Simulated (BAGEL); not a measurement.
# GaH2OF (SMILES [OH][GaH][F]), step by step

Wanted: the energy (HF/def2-SVP), then a single-point energy (NEVPT2(2,2)/def2-SVP), then a single-point energy (CASPT2(2,2)/def2-SVP) of GaH2OF. 

The calculation is run with BAGEL 1.2.2.

2 further runs of the same task are left out: 2 set aside as unsound or not needed.

## 1. Starting point

GaH2OF: 5 atoms, total charge 0, spin state singlet. As SMILES, `[OH][GaH][F]`. One bond was lengthened or shortened from a relaxed shape.

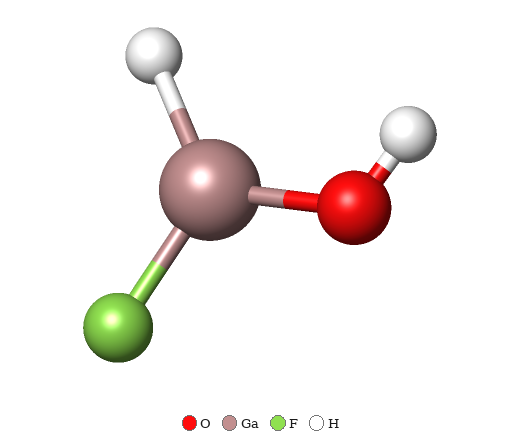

Viewed from a chosen angle; oxygen red, gallium pink, fluorine green, hydrogen white.

## 2. A single-point energy at HF/def2-SVP (density fitting with svp-jkfit) (run 1)

input.json reads:

```json
{ "bagel" : [

{
  "title" : "molecule",
  "basis" : "svp",
  "df_basis" : "svp-jkfit",
  "angstrom" : true,
  "geometry" : [
    { "atom" : "O", "xyz" : [      -1.308166,      -0.528245,      -0.419573 ] },
    { "atom" : "Ga", "xyz" : [       0.205934,       0.340955,      -0.120173 ] },
    { "atom" : "F", "xyz" : [       0.260534,       1.838255,      -1.016973 ] },
    { "atom" : "H", "xyz" : [      -1.388366,      -1.360245,       0.051427 ] },
    { "atom" : "H", "xyz" : [       1.569000,      -0.122600,       0.920900 ] }
  ]
},

{
  "title" : "hf"
},

{
  "title" : "print",
  "file" : "orbitals.molden",
  "orbitals" : true
}

]}
```

Launch:

```bash
BAGEL_NUM_THREADS=1 BAGEL input.json > input.out
```

Output:

```text
* using 1 threads per process

  ===============================================================
  ===============================================================

  *** Geometry ***

  { "atom" : "O", "xyz" : [     -2.472075,     -0.998238,     -0.792878 ] },
  { "atom" : "Ga", "xyz" : [      0.389159,      0.644312,     -0.227094 ] },
  { "atom" : "F", "xyz" : [      0.492338,      3.473798,     -1.921800 ] },
  { "atom" : "H", "xyz" : [     -2.623632,     -2.570491,      0.097183 ] },
  { "atom" : "H", "xyz" : [      2.964980,     -0.231680,      1.740249 ] },

  Number of auxiliary basis functions:      456

  Since a DF basis is specified, we compute 2- and 3-index integrals:
    o Being stored without compression. Storage requirement is 0.018 GB

  Number of basis functions:       70
  Number of electrons      :       50

    * METHOD: MOLECULE                             0.20

  *** RHF ***

  === Nuclear Repulsion ===
   196.7453647569

      * DIIS with orbital gradients will be used.

  === RHF iteration (svp) ===
      0      -2098.07991139          0.02828762           0.06
      1      -2098.22649254          0.02159585           0.05
      2      -2098.37560781          0.00136194           0.05
[... 11 lines of this table left out ...]
     14      -2098.37679369          0.00000001           0.04
    * SCF iteration converged.

    * Permanent dipole moment:
           (   -0.340843,     1.071743,    -0.852185) a.u.

    * METHOD: HF                                   0.93

    * METHOD: PRINT                                0.01

  ===============================================================
```

It took 1.5 s on 1 thread of Intel Xeon 6975P-C (Granite Rapids), shared host; peak memory 0.14 GiB.

## 3. The energy at NEVPT2(2,2)/def2-SVP (density fitting with svp-jkfit) (run 2)

input.json reads:

```json
{ "bagel" : [

{
  "title" : "molecule",
  "basis" : "svp",
  "df_basis" : "svp-jkfit",
  "angstrom" : true,
  "geometry" : [
    { "atom" : "O", "xyz" : [   -1.308166,   -0.528245,   -0.419573 ] },
    { "atom" : "Ga", "xyz" : [    0.205934,    0.340955,   -0.120173 ] },
    { "atom" : "F", "xyz" : [    0.260534,    1.838255,   -1.016973 ] },
    { "atom" : "H", "xyz" : [   -1.388366,   -1.360245,    0.051427 ] },
    { "atom" : "H", "xyz" : [    1.569000,   -0.122600,    0.920900 ] }
  ]
},
{
  "title" : "hf"
},
{
  "title" : "casscf",
  "nstate" : 1,
  "nact" : 2,
  "nclosed" : 24,
  "active" : [25, 27],
  "maxiter" : 200,
  "natocc" : true
},
{
  "title" : "nevpt2",
  "nstate" : 1,
  "nact" : 2,
  "nclosed" : 24,
  "active" : [25, 27],
  "maxiter" : 200,
  "natocc" : true,
  "ncore" : 11
},
{
  "title" : "print",
  "file" : "orbitals.molden",
  "orbitals" : true
}

]}
```

Launch:

```bash
BAGEL_NUM_THREADS=1 BAGEL input.json > input.out
```

Output:

```text
* using 1 threads per process

  ===============================================================
  ===============================================================

  *** Geometry ***

[... 29 lines left out ...]
    * SCF iteration converged.
[... 1 line left out ...]
    * Permanent dipole moment:
[... 27 lines left out ...]
    * Second-order optimization converged. *
[... 9 lines left out ...]
     * ci vector, state   0, <S^2> = 0.0000
[... 3 lines left out ...]
    * METHOD: CASSCF                               2.46

    * freezing 11 orbitals

  === DF-NEVPT2 calculation ===

    * 3-index integral transformation done
    * assembly done

      NEVPT2 correlation energy:   -0.5725654778      0.08

          (+0)     -0.5367044138
          (+0)'    -0.0030191755
          (+1)     -0.0137094400
          (+1)'    -0.0000000000
          (+2)     -0.0002254462
          (-1)     -0.0110051638
          (-1)'     0.0000000000
          (-2)     -0.0079018384

      NEVPT2 total energy:       -2098.9678109171

    * METHOD: NEVPT2                               0.15

    * METHOD: PRINT                                0.01

  ===============================================================
```

Wall time 4.5 s (1 thread of Intel Xeon 6975P-C (Granite Rapids), shared host); peak memory 0.14 GiB.

## 4. A single-point energy at CASPT2(2,2)/def2-SVP (density fitting with svp-jkfit) (run 3)

input.json reads:

```json
{ "bagel": [

{
  "title": "molecule",
  "basis": "svp",
  "df_basis": "svp-jkfit",
  "angstrom": true,
  "geometry": [
    { "atom": "O", "xyz": [   -1.308166,   -0.528245,   -0.419573 ] },
    { "atom": "Ga", "xyz": [    0.205934,    0.340955,   -0.120173 ] },
    { "atom": "F", "xyz": [    0.260534,    1.838255,   -1.016973 ] },
    { "atom": "H", "xyz": [   -1.388366,   -1.360245,    0.051427 ] },
    { "atom": "H", "xyz": [    1.569000,   -0.122600,    0.920900 ] }
  ]
},
{ "title": "hf" },
{ "title": "casscf", "nstate": 1, "nact": 2, "nclosed": 24, "active": [25, 27], "maxiter": 200, "natocc": true },
{ "title": "print", "file": "orbitals.molden", "orbitals": true },
{ "title": "smith", "method": "caspt2", "ms": true, "xms": true, "sssr": true, "shift": 0.2, "shift_imag": true, "ncore": 11 }

]}
```

Launch:

```bash
BAGEL_NUM_THREADS=1 BAGEL input.json > input.out
```

Output:

```text
* using 1 threads per process

  ===============================================================
  ===============================================================

  *** Geometry ***

[... 31 lines left out ...]
    * Permanent dipole moment:
[... 37 lines left out ...]
     * ci vector, state   0, <S^2> = 0.0000
[... 21 lines left out ...]
       #      aibj      arbs      arbi      airj      risj      airs      arst      rist         Etot      error   time
[... 9 lines left out ...]
      ------------------------------------------------------------------------------------------------------------------

    * CASPT2 energy : state  0    -2098.9736027896
        w/o shift correction      -2098.9719735740
        reference weight              0.8793151968

    * METHOD: SMITH                                0.46

  ===============================================================
```

Wall time 4.2 s (1 thread of Intel Xeon 6975P-C (Granite Rapids), shared host); peak memory 0.14 GiB.

## 5. What came out

```
                                 quantity           value
         run 1, HF/def2-SVP: total energy  -2098.37679 Eh
        run 1, HF/def2-SVP: dipole moment          3.59 D
          run 1, HF/def2-SVP: HOMO energy       -12.54 eV
          run 1, HF/def2-SVP: LUMO energy         1.87 eV
        run 1, HF/def2-SVP: HOMO–LUMO gap        14.42 eV
run 2, NEVPT2(2,2)/def2-SVP: total energy  -2098.96781 Eh
run 3, CASPT2(2,2)/def2-SVP: total energy  -2098.97360 Eh
```
